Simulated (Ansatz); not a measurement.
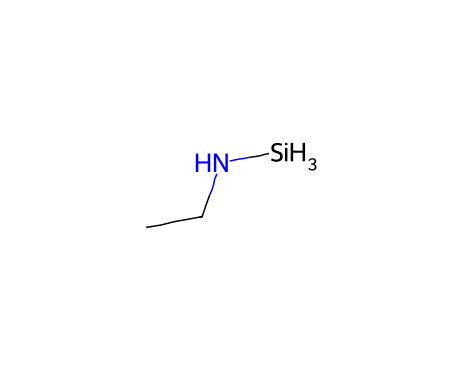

Transcribe the drawing into SMILES.

Answer. CCN[SiH3]

What is the molecular formula?

Answer. C2H9NSi.

An optimisation with PBE0-D4/def2-TZVP gave a structure of which point group?

Answer. C1. Other conformers may differ.

The parts below concern this one geometry. Atoms keep their numbers from picture to picture. The computed structure is the end point of a PBE0-D4/def2-TZVP optimisation.

**Dipole moment**

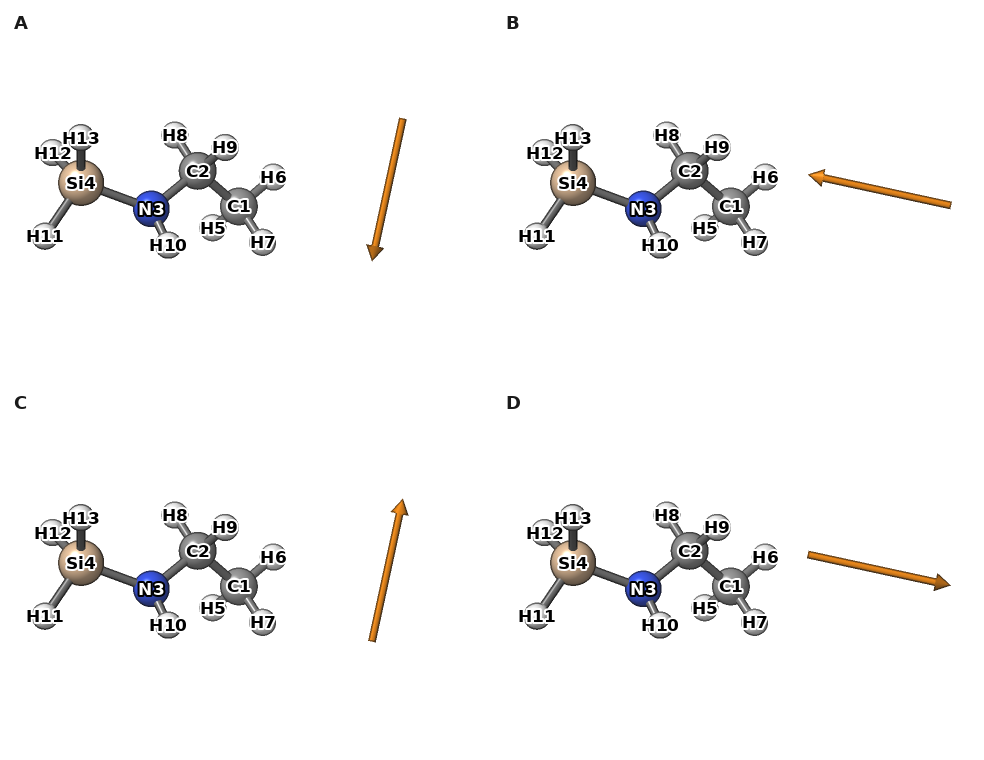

The same molecule four times, each with an arrow. Level of theory: RKS B3LYP-D4/def2-TZVPP (Ansatz 0.2.0).

Which arrow points along the dipole moment, from the negative to the positive end?

Answer. D. The dipole moment is 1.27 D; it points from the side of H12 to the side of H6, H7 (the outermost atoms at the two ends).

**Charges**

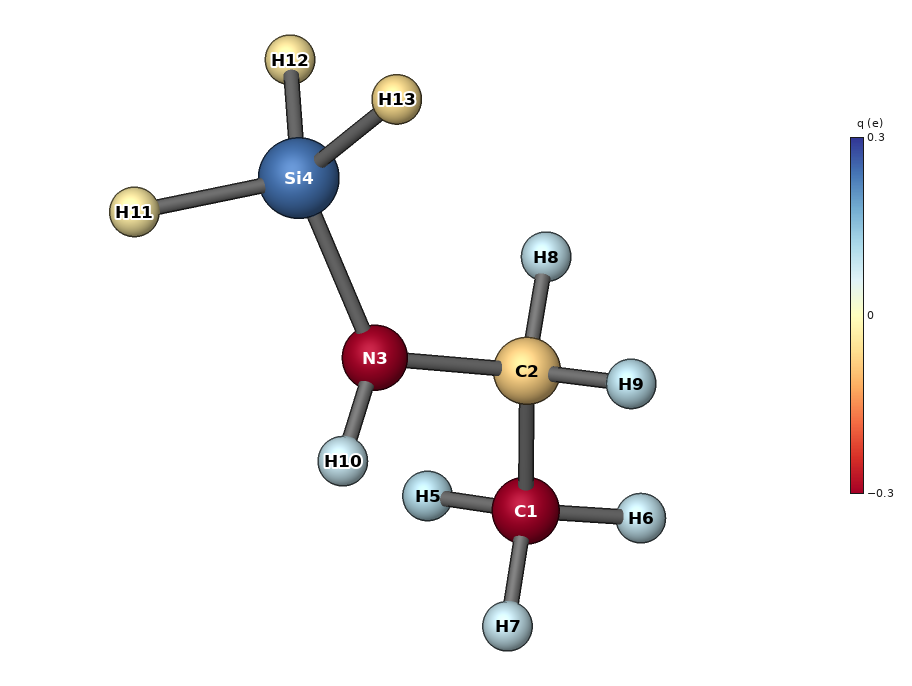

Atoms are coloured by their Mulliken charges. Method: RKS ωB97M-V/def2-TZVPP (Ansatz 0.2.0).

Which atom carries the highest charge (most positive or least negative)?

Answer. Si4 (0.24 e).

And the lowest?

Answer. C1, N3 (−0.30 e).

List the Mulliken charges.

```json
{"atom": "C1", "value (e)": "−0.30"}
{"atom": "C2", "value (e)": "−0.08"}
{"atom": "N3", "value (e)": "−0.30"}
{"atom": "Si4", "value (e)": "0.24"}
{"atom": "H5", "value (e)": "0.11"}
{"atom": "H6", "value (e)": "0.09"}
{"atom": "H7", "value (e)": "0.09"}
{"atom": "H8", "value (e)": "0.09"}
{"atom": "H9", "value (e)": "0.10"}
{"atom": "H10", "value (e)": "0.09"}
{"atom": "H11", "value (e)": "−0.03"}
{"atom": "H12", "value (e)": "−0.04"}
{"atom": "H13", "value (e)": "−0.06"}
```

**Vibrations**

Harmonic vibrations computed with RKS PBE0-D4/def2-TZVP (Ansatz 0.2.0) at a stationary point of the same level.

List the wavenumbers.

Answer. 33 modes: 59, 123, 186, 269, 365, 432, 676, 699, 788, 837, 914, 959, 968, 987, 1095, 1130, 1173, 1293, 1371, 1402, 1434, 1482, 1487, 1507, 2167, 2215, 2230, 2986, 3044, 3055, 3116, 3133, 3613 cm⁻¹.

Mulliken values depend strongly on the basis set and can even reverse the polarity of a bond.
